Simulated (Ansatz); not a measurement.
Run report: W$_{8}$C$_{8}$N, geometry relaxation (part 3 of 3)

Continued. System: W$_{8}$C$_{8}$N (slab, 17 atoms in the cell). Method: DFT PBE, scalar-relativistic, plane waves, PAW, no spin polarisation (Ansatz 0.2.0); cutoff 420 eV, 5×5×1 k-mesh, Gaussian smearing of 0.15 eV. The structure derives from an entry of the Crystallography Open Database. The input holds or restrains some coordinates. Forces given for the steps count only the free coordinates. It belongs to a series of runs on one base structure; here: end point A relaxed.

Geometry of the input (Å; fractional positions):
```
5.7168  0.0000  0.0000
-2.8584  4.9509  0.0000
0.0000  0.0000  15.2064
W  0.0000  0.0000  0.0658
C  0.3333  0.1667  0.1580
W  0.0000  0.0000  0.2502
C  0.3333  0.1667  0.3424
W  0.0000  0.5000  0.0658
C  0.3333  0.6667  0.1580
W  0.0000  0.5000  0.2502
C  0.3333  0.6667  0.3424
W  0.5000  0.0000  0.0658
C  0.8333  0.1667  0.1580
W  0.5000  0.0000  0.2502
C  0.8333  0.1667  0.3424
W  0.5000  0.5000  0.0658
C  0.8333  0.6667  0.1580
W  0.5000  0.5000  0.2502
C  0.8333  0.6667  0.3424
N  0.1650  0.8215  0.3674
```

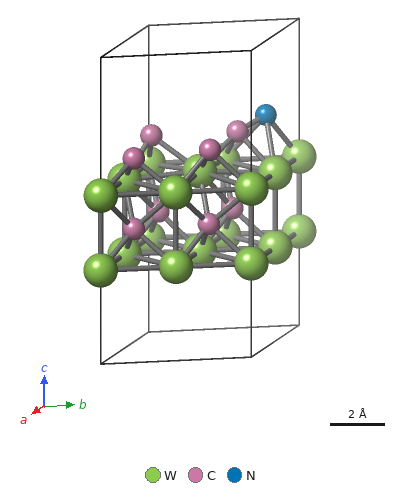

The geometry at step 4 of the log (ball-and-stick view of the cell of the calculation, with the vacuum cut short, seen slightly off an axis).

Output, continued
```
  k-point 2: bands = ["-69.5205", "-68.8699", "-68.8170", "-68.7939", "-68.7821", "-68.5658", "-68.5398", "-68.5242", "-33.8232", "-33.8164", "-33.7424", "-33.4578", "-33.3829", "-33.3635", "-33.3563", "-33.3254", "-33.2741", "-33.2555", "-33.2169", "-33.1067", "-33.0007", "-32.9879", "-32.9572", "-32.9451", "-32.9177", "-32.8696", "-32.8067", "-32.8038", "-32.7882", "-32.7580", "-32.7006", "-32.6470", "-15.2313", "-7.9576", "-7.2993", "-7.2648", "-6.8491", "-6.2155", "-6.0905", "-5.3607", "-3.7079", "-2.3991", "-1.8058", "-1.4395", "-1.2002", "-1.1310", "-0.9821", "-0.8061", "-0.5110", "-0.2930", "-0.0776", "0.3124", "0.4249", "0.6607", "1.5528", "1.5686", "1.7460", "2.0573", "2.1684", "2.3948", "2.5819", "2.9099", "2.9457", "3.2530", "3.4156", "3.5472", "3.6810", "3.7340", "3.8316", "3.9163", "3.9359", "4.0617", "4.1475", "4.3073", "4.5852", "5.0871", "5.9927", "6.0811", "6.5640", "6.6002", "6.6912", "6.9340", "6.9435", "7.0807", "7.4210", "7.4428", "7.7531", "7.8234", "8.6654", "8.9222", "9.2815", "9.3072"]
  k-point 12: bands = ["-69.5205", "-68.8718", "-68.8159", "-68.7943", "-68.7810", "-68.5683", "-68.5373", "-68.5241", "-33.8224", "-33.8182", "-33.7714", "-33.4778", "-33.4070", "-33.3734", "-33.3386", "-33.3373", "-33.2965", "-33.2799", "-33.2498", "-33.1281", "-33.0299", "-32.9564", "-32.9084", "-32.8749", "-32.8568", "-32.8411", "-32.8325", "-32.8008", "-32.7975", "-32.7323", "-32.6988", "-32.6610", "-15.2344", "-8.0399", "-7.3295", "-7.2594", "-6.5982", "-6.4977", "-5.9694", "-5.3914", "-3.7756", "-2.3783", "-1.9363", "-1.5563", "-1.3178", "-1.0761", "-1.0286", "-0.8956", "-0.5701", "-0.5235", "-0.0426", "0.4161", "0.7470", "1.1436", "1.3596", "1.4772", "1.6813", "1.8243", "2.0351", "2.2780", "2.6396", "2.7871", "2.8991", "3.2134", "3.5070", "3.5700", "3.5846", "3.8940", "3.9553", "4.1301", "4.1747", "4.2555", "4.2884", "4.3628", "4.7998", "5.1733", "5.6287", "6.1328", "6.4934", "6.6051", "6.7948", "6.9373", "7.1385", "7.3074", "7.5139", "7.6908", "8.2322", "8.3315", "8.5740", "8.6802", "8.9275", "9.2218"]
--- Relaxed structure (6 steps of the walk, 6 accepted, 0 SCFs on fresh bases) ---
  F+E_penalty+E_count = -85454.44694436 eV   max|allowed force component| = 1.978e-2 eV/Å
  atoms:
    - { symbol: W, position: [0.0, 0.0, 0.0657616] }
    - { symbol: C, position: [0.3371481341274146, 0.17427713099202582, 0.1557876221342855] }
    - { symbol: W, position: [-0.001317445519687384, 0.0013173217277371338, 0.2500602572639063] }
    - { symbol: C, position: [0.3081747732238591, 0.11645418891707976, 0.34408863994899774] }
    - { symbol: W, position: [-2.7755575615628914e-17, 0.49999999999999994, 0.0657616] }
    - { symbol: C, position: [0.33717273159823413, 0.6628210891677545, 0.15579196648639101] }
    - { symbol: W, position: [-0.0012527579596510185, 0.4974888286111958, 0.25005509411395127] }
    - { symbol: C, position: [0.3080863640874543, 0.6919613158510877, 0.3441440542547129] }
    - { symbol: W, position: [0.5, 0.0, 0.0657616] }
    - { symbol: C, position: [0.8333241468557698, 0.16674649586422877, 0.15267963854221525] }
    - { symbol: W, position: [0.5025612382087605, 0.0012793728181985668, 0.2500574328685589] }
    - { symbol: C, position: [0.8333155808399899, 0.1667542885214533, 0.3259956971487713] }
    - { symbol: W, position: [0.5, 0.49999999999999994, 0.0657616] }
    - { symbol: C, position: [0.8256900583113088, 0.6628307715717559, 0.15579182365371685] }
    - { symbol: W, position: [0.49996901914169356, 0.5000529475243158, 0.2669570360933925] }
    - { symbol: C, position: [0.8836118363941233, 0.6918818960793147, 0.34411775599199906] }
    - { symbol: N, position: [0.1665866139347964, 0.8334846626062005, 0.3747638892284041] }
```

Trajectory as extended XYZ (Å, eV, eV/Å), 6 frames, from step=1 to step=6
```
17
Lattice="5.7168 0.0000 0.0000 -2.8584 4.9509 0.0000 0.0000 0.0000 15.2064" Properties=species:S:1:pos:R:3:forces:R:3 step=1 energy=-85451.91634
W     0.0000    0.0000    1.0000    0.0549  -0.0393   0.1167
C     1.4292    0.8251    2.4021   -0.0049   0.1464  -1.3376
W     0.0000    0.0000    3.8043   -0.9531   0.6371   2.1834
C     1.4292    0.8251    5.2064    0.0352  -3.0849  -0.7301
W    -1.4292    2.4754    1.0000    0.0036   0.0690   0.1608
C     0.0000    3.3006    2.4021    0.1205  -0.0592  -1.3973
W    -1.4292    2.4754    3.8043   -0.0609  -1.0692   2.0017
C     0.0000    3.3006    5.2064   -3.1886   1.7242  -0.2392
W     2.8584    0.0000    1.0000   -0.0542  -0.0432   0.1346
C     4.2876    0.8251    2.4021   -0.0162   0.0298  -0.9280
W     2.8584    0.0000    3.8043    0.8861   0.6670   2.1309
C     4.2876    0.8251    5.2064    0.0272  -0.0776  -3.4068
W     1.4292    2.4754    1.0000   -0.0059   0.0091   0.3872
C     2.8584    3.3006    2.4021   -0.1247  -0.0560  -1.3738
W     1.4292    2.4754    3.8043    0.0317  -0.0807   2.9728
C     2.8584    3.3006    5.2064    3.0360   1.5967  -0.4523
N    -1.4047    4.0671    5.5864    0.2133  -0.3693  -0.2261
17
Lattice="5.7168 0.0000 0.0000 -2.8584 4.9509 0.0000 0.0000 0.0000 15.2064" Properties=species:S:1:pos:R:3:forces:R:3 step=2 energy=-85453.82779
W     0.0000    0.0000    1.0000    0.0727  -0.0385   0.1583
C     1.4289    0.8556    2.3878   -0.0001  -0.0526  -0.5203
W    -0.0100    0.0055    3.8171   -0.1226   0.0625   0.2867
C     1.4295    0.6961    5.2016    0.0323  -2.2917  -0.0169
W    -1.4292    2.4754    1.0000   -0.0006   0.1165   0.1992
C     0.0283    3.2850    2.3864   -0.0519   0.0273  -0.5400
W    -1.4288    2.4691    3.8174   -0.0066  -0.2143   0.2362
C    -0.0980    3.3545    5.2206   -2.1693   1.1548   0.2097
W     2.8584    0.0000    1.0000   -0.0889  -0.0473   0.1787
C     4.2860    0.8273    2.3729   -0.0226   0.0428  -0.6620
W     2.8660    0.0036    3.8182    0.1627   0.0930   0.2543
C     4.2888    0.8206    5.0115   -0.0035   0.0073  -0.6395
W     1.4292    2.4754    1.0000   -0.0063   0.0107   0.7727
C     2.8309    3.2859    2.3868    0.0503   0.0264  -0.5277
W     1.4314    2.4719    3.9556   -0.0061   0.0101   0.9906
C     2.9654    3.3593    5.2125    2.1329   1.0967   0.0994
N    -1.4013    4.0641    5.6858    0.0275  -0.0036  -0.4757
17
Lattice="5.7168 0.0000 0.0000 -2.8584 4.9509 0.0000 0.0000 0.0000 15.2064" Properties=species:S:1:pos:R:3:forces:R:3 step=3 energy=-85454.25899
W     0.0000    0.0000    1.0000    0.2010  -0.1129  -0.8249
C     1.4304    0.8732    2.3583    0.0015  -0.1128   0.1089
W    -0.0125    0.0000    3.7604    0.1395  -0.0466   0.5604
C     1.4316    0.5022    5.1750    0.0177   1.1004   0.3892
W    -1.4292    2.4754    1.0000   -0.0025   0.2784  -0.8220
C     0.0452    3.2728    2.3542   -0.1119   0.0663   0.1006
W    -1.4250    2.4636    3.7663    0.0059  -0.1815   0.4766
C    -0.2515    3.4390    5.2200    1.5634  -0.8710  -0.1283
W     2.8584    0.0000    1.0000   -0.2195  -0.1209  -0.8269
C     4.2848    0.8307    2.3003   -0.0049   0.0035   0.0118
W     2.8744   -0.0029    3.7629   -0.0392   0.0054   0.5274
C     4.2918    0.8160    4.9051   -0.0402   0.0822   0.1967
W     1.4292    2.4754    1.0000    0.0217  -0.0459   0.4535
C     2.8157    3.2729    2.3561    0.1034   0.0592   0.0979
W     1.4317    2.4702    4.0832    0.0170  -0.0392  -0.4981
C     3.1270    3.4463    5.2000   -1.2910  -0.7322   0.1042
N    -1.4071    4.0823    5.7133   -0.3618   0.6677   0.0696
17
Lattice="5.7168 0.0000 0.0000 -2.8584 4.9509 0.0000 0.0000 0.0000 15.2064" Properties=species:S:1:pos:R:3:forces:R:3 step=4 energy=-85454.38785
W     0.0000    0.0000    1.0000    0.1560  -0.0908   0.2035
C     1.4298    0.8521    2.3822    0.0064   0.0825  -0.0517
W    -0.0099    0.0028    3.8432   -0.1025   0.0364  -0.6524
C     1.4369    0.5801    5.2601   -0.0493  -0.0831  -0.0974
W    -1.4292    2.4754    1.0000    0.0027   0.1654   0.0969
C     0.0260    3.2859    2.3763    0.0805  -0.0698  -0.0062
W    -1.4248    2.4484    3.8328   -0.0305   0.1677  -0.4834
C    -0.2065    3.4117    5.2590   -0.0260   0.0620  -0.1681
W     2.8584    0.0000    1.0000   -0.1492  -0.0898   0.1461
C     4.2861    0.8263    2.3277    0.0625  -0.0782   0.0957
W     2.8778    0.0032    3.8378   -0.0197   0.0002  -0.5625
C     4.2868    0.8253    5.0133    0.0842  -0.1191  -0.2861
W     1.4292    2.4754    1.0000    0.0182  -0.0242   0.9976
C     2.8342    3.2862    2.3791   -0.0632  -0.0662  -0.0202
W     1.4332    2.4699    4.0387   -0.0248   0.0405   0.3492
C     3.0733    3.4077    5.2587    0.0172   0.1122  -0.1297
N    -1.4265    4.1200    5.6775    0.0374  -0.0455   0.5718
17
Lattice="5.7168 0.0000 0.0000 -2.8584 4.9509 0.0000 0.0000 0.0000 15.2064" Properties=species:S:1:pos:R:3:forces:R:3 step=5 energy=-85454.44536
W     0.0000    0.0000    1.0000    0.1751  -0.0969  -0.3038
C     1.4287    0.8665    2.3686   -0.0048  -0.0379  -0.0148
W    -0.0118    0.0090    3.7988    0.0001  -0.0260   0.0595
C     1.4254    0.5754    5.2327    0.0294   0.0418  -0.0095
W    -1.4292    2.4754    1.0000   -0.0051   0.2091  -0.2737
C     0.0342    3.2808    2.3695   -0.0503   0.0413   0.0129
W    -1.4327    2.4659    3.8022    0.0561  -0.0271   0.0094
C    -0.2183    3.4298    5.2316    0.0065  -0.0299   0.0141
W     2.8584    0.0000    1.0000   -0.1811  -0.0946  -0.2847
C     4.2879    0.8254    2.3192   -0.0272   0.0248   0.0449
W     2.8660    0.0106    3.8006    0.0410  -0.0655   0.0297
C     4.2884    0.8240    4.9527   -0.0505   0.0690   0.0323
W     1.4292    2.4754    1.0000   -0.0117   0.0139   0.7547
C     2.8230    3.2807    2.3689    0.0324   0.0366  -0.0049
W     1.4260    2.4796    4.0584    0.0219  -0.0338   0.0118
C     3.0727    3.4319    5.2329   -0.0068  -0.0636  -0.0012
N    -1.4299    4.1264    5.7050   -0.0251   0.0389  -0.0762
17
Lattice="5.7168 0.0000 0.0000 -2.8584 4.9509 0.0000 0.0000 0.0000 15.2064" Properties=species:S:1:pos:R:3:forces:R:3 step=6 energy=-85454.44694
W     0.0000    0.0000    1.0000    0.1703  -0.0983  -0.2607
C     1.4292    0.8628    2.3690   -0.0020  -0.0049  -0.0038
W    -0.0113    0.0065    3.8025   -0.0003   0.0024  -0.0198
C     1.4289    0.5766    5.2324   -0.0006  -0.0027   0.0160
W    -1.4292    2.4754    1.0000   -0.0004   0.1992  -0.2628
C     0.0329    3.2815    2.3690   -0.0080   0.0058  -0.0031
W    -1.4292    2.4630    3.8024   -0.0083  -0.0032  -0.0116
C    -0.2166    3.4258    5.2332    0.0047  -0.0025   0.0087
W     2.8584    0.0000    1.0000   -0.1716  -0.0986  -0.2620
C     4.2873    0.8255    2.3217    0.0053  -0.0063   0.0146
W     2.8694    0.0063    3.8025   -0.0033   0.0097  -0.0151
C     4.2872    0.8256    4.9572    0.0022  -0.0028   0.0114
W     1.4292    2.4754    1.0000    0.0008  -0.0009   0.7853
C     2.8257    3.2816    2.3690    0.0044   0.0062  -0.0042
W     1.4289    2.4757    4.0595    0.0035  -0.0018  -0.0090
C     3.0737    3.4254    5.2328    0.0003   0.0010   0.0118
N    -1.4301    4.1265    5.6988    0.0029  -0.0022   0.0041
```

Results in brief

| quantity | value |
| --- | --- |
| outcome | converged under the restraints of the input |
| electrons treated | 149 |
| free energy | −85454.4469 eV |
| Fermi energy | 4.978 eV |
| final volume | 430.39 Å³ |
| largest force (length of the vector) at the end, held atoms and coordinates included | 0.785 eV/Å |
| hardware | 4 threads of Intel Xeon (Sapphire Rapids), 16 GiB of memory available, shared host |
| wall time | 89 s (CPU time 5.5 min) |
| peak memory | 1.5 GiB |

Warnings of the run: the exchange-correlation potential is rough where the density is thin. Spin–orbit coupling is left out, which matters for W. The cell holds an odd number of electrons but the run has no spin polarisation, so a band is left half filled.
